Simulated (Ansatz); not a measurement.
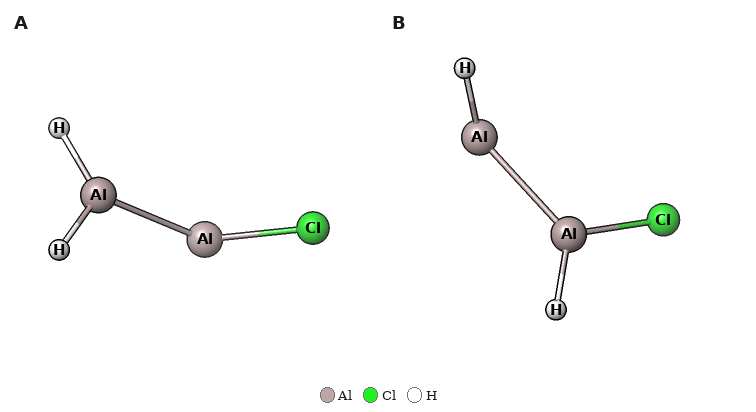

2 stationary structures of one formula. Charge 0, doublet. Geometries: PBE0-D4/def2-TZVP. Electronic energies: PBE0-D4/def2-TZVP (Ansatz 0.2.0), without zero-point energy. No frequency run is at hand to confirm each as a minimum.

Which structure is the most stable?

Answer. A is lowest (Cs); B lies 1.4 kcal/mol above it (C1).
